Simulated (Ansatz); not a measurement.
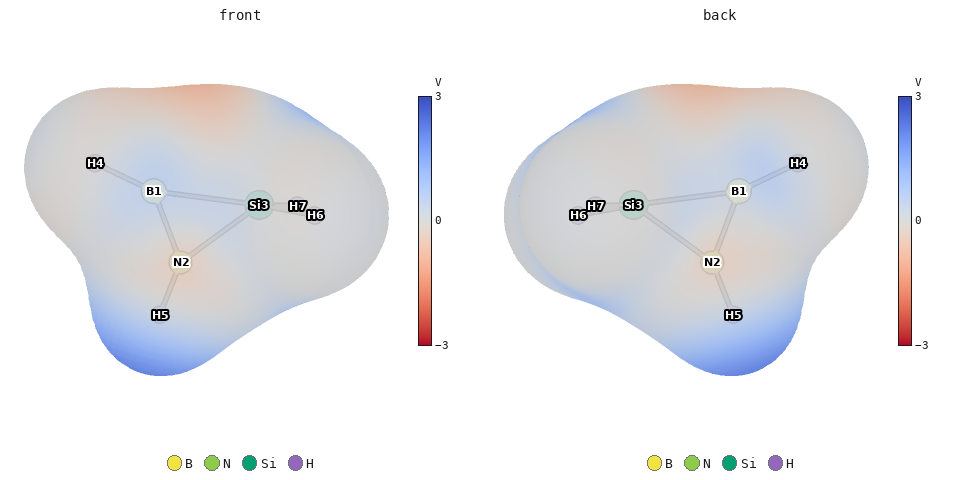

BH4NSi (SMILES B1N[SiH2]1). The electrostatic potential painted on the density surface at 0.002 e/bohr³, seen from the front and from behind; red is negative and blue positive.

Geometry: r2SCAN-D4/def2-TZVP.

These are results of Ansatz, isolated molecule in a Gaussian basis; Kohn-Sham density functional theory, functional PBE0, not measurements.

```xyz
7

B    -0.1642    1.4243   -2.7541
N     0.5928    1.5196   -3.9033
Si    1.7437    1.6835   -2.5827
H    -1.3116    1.2707   -2.4923
H     0.4388    1.4925   -4.9020
H     2.7507    0.5959   -2.4911
H     2.4254    3.0007   -2.5061
```

Where is the surface potential most negative and most positive?

Answer. The most negative region (about −0.8 V) lies over H4, the most positive (about +2.0 V) over H5.
